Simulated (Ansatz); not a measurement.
Consider C3H11GaS.

Input file:

```
crystal:
  periodic: [false, false, false]
  atoms:
    - {symbol: C, position_ang: [-0.533103, 1.289317, -1.354131]}
    - {symbol: Ga, position_ang: [0.229429, -0.154738, -0.217622]}
    - {symbol: C, position_ang: [2.004686, 0.131222, 0.627785]}
    - {symbol: C, position_ang: [-0.454541, -2.007355, -0.438876]}
    - {symbol: S, position_ang: [-1.207730, 0.385110, 2.004866]}
    - {symbol: H, position_ang: [-0.073223, 1.256399, -2.347101]}
    - {symbol: H, position_ang: [-0.339213, 2.284094, -0.944277]}
    - {symbol: H, position_ang: [-1.611237, 1.177673, -1.496737]}
    - {symbol: H, position_ang: [2.137355, 1.158450, 0.976944]}
    - {symbol: H, position_ang: [2.172314, -0.545034, 1.469451]}
    - {symbol: H, position_ang: [2.793614, -0.062909, -0.105818]}
    - {symbol: H, position_ang: [-0.236295, -2.631693, 0.430935]}
    - {symbol: H, position_ang: [0.029105, -2.474980, -1.302391]}
    - {symbol: H, position_ang: [-1.531866, -2.032743, -0.621975]}
    - {symbol: H, position_ang: [-1.009775, 1.713315, 1.981870]}
    - {symbol: H, position_ang: [-2.392520, 0.491072, 1.381276]}
basis:
  gaussian: {orbitals: def2-TZVPP}
hamiltonian: {xc: pbe0, dispersion: d4}
output: {orbitals: {seedname: orbitals}}
```

Run with:

```sh
ansatz run in.yaml --threads 4 --pin off --events-out ev --progress --plain --max-ram 11315MiB
```

Geometry: PBE0-D4/def2-TZVP.

Method: RKS PBE0-D4/def2-TZVPP in Ansatz.

> What can the converged electron density and electron localisation function tell about the bonding?

C–Ga (1.99 Å): ρ is about 0.75 e/Å³ halfway; the ELF peaks at about 0.90 in the valence shell of C, 0.6 Å from its nucleus, and is about 0.55 at the midpoint.
Ga–S (2.70 Å): ρ at the midpoint is about 0.27 e/Å³, with its minimum of 0.23 e/Å³ about 1.1 Å from Ga; the ELF peaks at about 0.95 in the valence shell of S, 0.9 Å from its nucleus, and is about 0.55 at the midpoint.
C–H (1.09 Å): the density is about 1.9 e/Å³ at the midpoint; the ELF climbs to about 1 towards the hydrogen, as it does in any bond to H; a covalent bond by its length.
S–H (1.34 Å): the density is about 1.5 e/Å³ at the midpoint; the ELF climbs to about 1 towards the hydrogen.

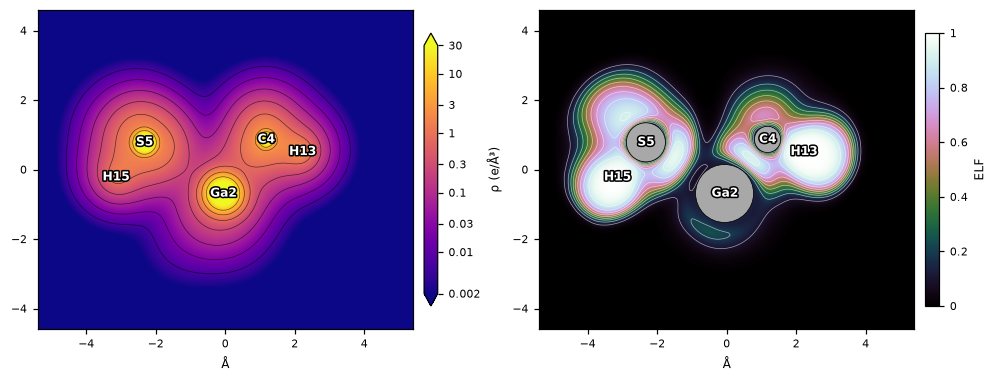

Computed electron density and electron localisation function on the plane of atoms Ga2, C4 and H13, in this order. Grey discs cover the atomic cores in the ELF map. 
